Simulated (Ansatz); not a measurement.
Breaking the C4–H7 bond in C2H6Te (SMILES CC[TeH]) (multiplicity 1 held, fragments rigid). Energies count from the point at 1.090 Å.
Geometry at that point (charge 0, multiplicity 1):
```xyz
9

Te    -0.4414    -0.1550     0.4519
H     -1.5242    -0.0119    -0.8034
C      1.2807    -0.1981    -0.8815
C      1.4841     1.0824    -1.6720
H      1.1513    -1.0651    -1.5249
H      2.1171    -0.3995    -0.2124
H      1.6069     1.9417    -1.0124
H      0.6348     1.2842    -2.3261
H      2.3775     1.0028    -2.2993
```

R- and RO- levels are restricted; in cc, def2 and unpolarised 6-31G sets they are followed outwards from rest. U- levels take the lowest unrestricted solution at each point, which mixes spins at long bonds. Active spaces are followed from a long bond inwards. Curves can end on different states.

Correlated levels freeze the cores. Filled d and f shells under p-block atoms count as core.

Run with Ansatz (an electronic-structure program).  In def2 rows elements past Kr take small-core potentials, without spin–orbit coupling.

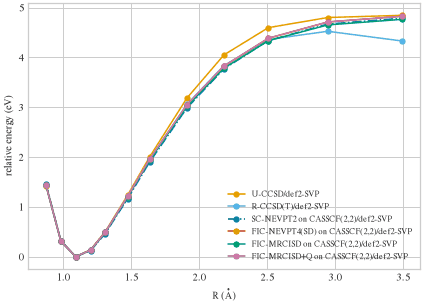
Fig. 1. Relative energy along the coordinate

Doubts at one or more of the structures used: a spin-contaminated determinant (U-CCSD/def2-SVP); T1 above 0.05 (U-CCSD/def2-SVP, R-CCSD(T)/def2-SVP); a restricted determinant that unrestricted orbitals would lower (R-CCSD(T)/def2-SVP); other coupled-cluster roots lie near (R-CCSD(T)/def2-SVP).
